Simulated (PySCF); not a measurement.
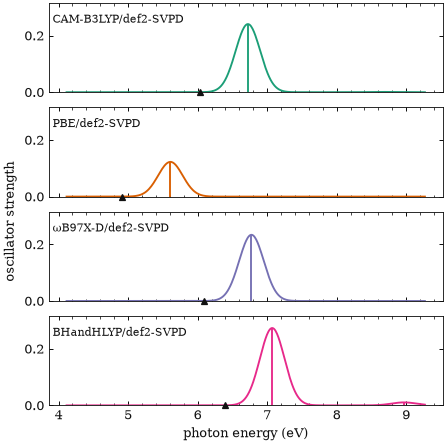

Vertical TDDFT spectra of GeCl₄, SMILES [Cl][Ge]([Cl])([Cl])[Cl], singlet at one geometry and several levels (PySCF, at a PBE0-D3(BJ)/def2-SVP geometry (no frequency check)); sticks with Gaussians of 1/e half-width 0.25 eV, the triangle marks S1, which has the same leading orbital pair at all these levels. Only the lowest states were computed, so the high end is incomplete. States within 0.01 eV of each other are merged, with their strengths summed. The highest state may be half of a pair whose partner wasn't computed.

**How far does S1 move with the level of theory?**

From lowest to highest: PBE/def2-SVPD 4.91 eV, CAM-B3LYP/def2-SVPD 6.03 eV, ωB97X-D/def2-SVPD 6.09 eV, BHandHLYP/def2-SVPD 6.40 eV; a spread of 1.49 eV.

Caveats, for all or some of the runs: core orbitals are frozen in the response.
